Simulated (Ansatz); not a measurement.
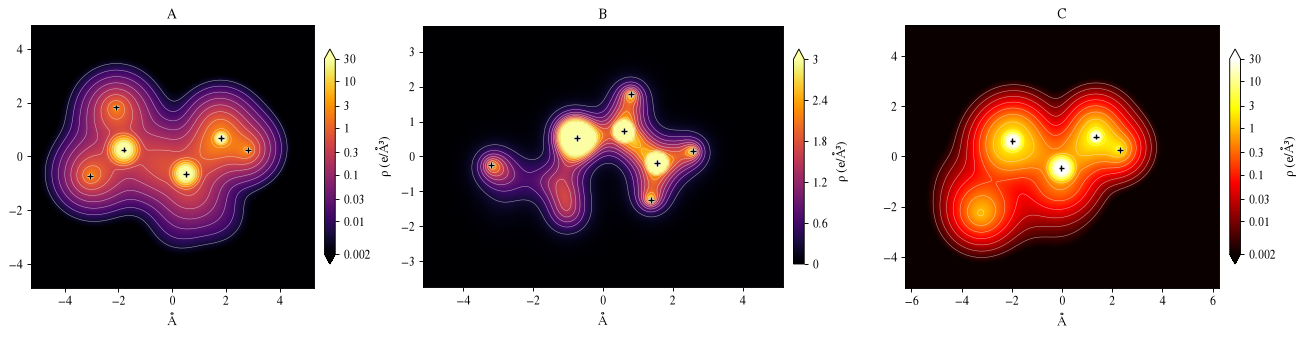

The total electron density of 3 systems, each on a plane through atoms (crosses mark nuclei in the plane).

The calculation used RKS PBE0-D4/def2-TZVPP in Ansatz 0.2.0.

System 1: CH$_{9}$AlSSi$_{2}$, the plane of atoms Si2, C1 and H8. Geometry: PBE0-D4/def2-TZVP.

| atom | x (Å) | y (Å) | z (Å) |
| --- | --- | --- | --- |
| C | -2.2326 | 0.6641 | 0.6809 |
| Si | -0.7419 | 0.2452 | -0.3639 |
| S | 0.9297 | 1.6288 | 0.1899 |
| Si | 0.5358 | -1.6989 | -0.2222 |
| Al | 2.4254 | -0.1829 | -0.7245 |
| H | -2.5079 | 1.7157 | 0.5772 |
| H | -2.0451 | 0.4479 | 1.7345 |
| H | -3.0790 | 0.0508 | 0.3587 |
| H | -0.9484 | 0.6959 | -1.7675 |
| H | 1.0321 | 1.1868 | 1.4572 |
| H | 0.0051 | -2.7917 | -1.0852 |
| H | 0.4171 | -2.1331 | 1.2044 |
| H | 3.6909 | -0.1277 | 0.2376 |
| H | 2.5058 | 0.2698 | -2.2483 |

System 2: C$_{2}$H$_{8}$AlFSi (SMILES C[Si](C)(F)[AlH2]), the plane of atoms C3, Si2 and Al5. Geometry: PBE0-D4/def2-TZVP.

```json
{"atom": "C", "x (Å)": "-1.7720", "y (Å)": "0.1148", "z (Å)": "-0.2107"}
{"atom": "Si", "x (Å)": "0.0857", "y (Å)": "0.1573", "z (Å)": "-0.4170"}
{"atom": "C", "x (Å)": "0.7592", "y (Å)": "-1.5849", "z (Å)": "-0.4034"}
{"atom": "F", "x (Å)": "0.3772", "y (Å)": "0.7588", "z (Å)": "-1.8967"}
{"atom": "Al", "x (Å)": "1.2095", "y (Å)": "1.6831", "z (Å)": "1.1882"}
{"atom": "H", "x (Å)": "-2.2284", "y (Å)": "-0.5107", "z (Å)": "-0.9837"}
{"atom": "H", "x (Å)": "-2.2060", "y (Å)": "1.1147", "z (Å)": "-0.2805"}
{"atom": "H", "x (Å)": "-2.0435", "y (Å)": "-0.3034", "z (Å)": "0.7633"}
{"atom": "H", "x (Å)": "0.5822", "y (Å)": "-2.0535", "z (Å)": "0.5693"}
{"atom": "H", "x (Å)": "1.8354", "y (Å)": "-1.6022", "z (Å)": "-0.5891"}
{"atom": "H", "x (Å)": "0.2694", "y (Å)": "-2.1950", "z (Å)": "-1.1680"}
{"atom": "H", "x (Å)": "2.3598", "y (Å)": "1.1696", "z (Å)": "2.1637"}
{"atom": "H", "x (Å)": "0.7918", "y (Å)": "3.2166", "z (Å)": "1.2796"}
```

System 3: C$_{4}$H$_{7}$FO, the plane of atoms C2, C1 and H8. Geometry: PBE0-D4/def2-TZVP.

```xyz
13

C    -1.9026    1.1206    0.2601
C    -0.6391    1.5160    0.1949
O     0.4782    0.7430    0.1640
C     0.3196   -0.6180   -0.0378
C     1.6572   -1.2204   -0.3458
F    -0.1871   -1.2014    1.1081
H    -2.6786    1.8733    0.2495
H    -2.2000    0.0852    0.3515
H    -0.3614    2.5629    0.1566
H    -0.4250   -0.7908   -0.8249
H     1.5563   -2.2992   -0.4649
H     2.0543   -0.7945   -1.2678
H     2.3487   -1.0114    0.4714
```

**Match each panel to its system.**

Panel A is system 2, C$_{2}$H$_{8}$AlFSi: the plane holds Si, C, Al and H. C–Si (1.87 Å): ρ is about 0.98 e/Å³ halfway. Panel B is system 3, C$_{4}$H$_{7}$FO: the plane holds C, O and H. C–C (1.33 Å): the density is about 2.4 e/Å³ at the midpoint. Panel C is system 1, CH$_{9}$AlSSi$_{2}$: the plane holds C, Si, S and H. C–Si (1.87 Å): ρ at the midpoint is about 0.97 e/Å³.
